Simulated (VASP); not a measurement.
Band structure of Na (space group Im-3m). Calculation: PBE GGA, VASP's PBE PAW potentials (set 64) (plane waves; VASP 6.6.1).

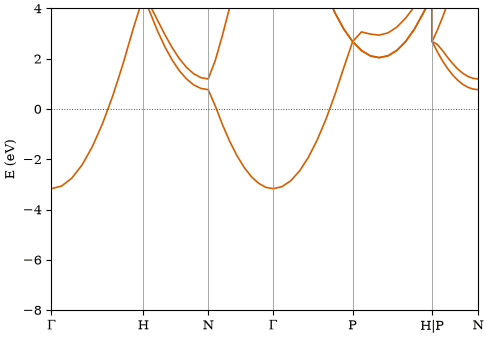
*Bands along high-symmetry lines, zero at the valence-band maximum or, without a gap, the Fermi level*

Task: Read the plot: is there a gap, and where are the band edges?

Result: It has no gap at this level: it comes out as a metal or semimetal.

The structure is a typed Na crystal. The cell was not relaxed at this level.
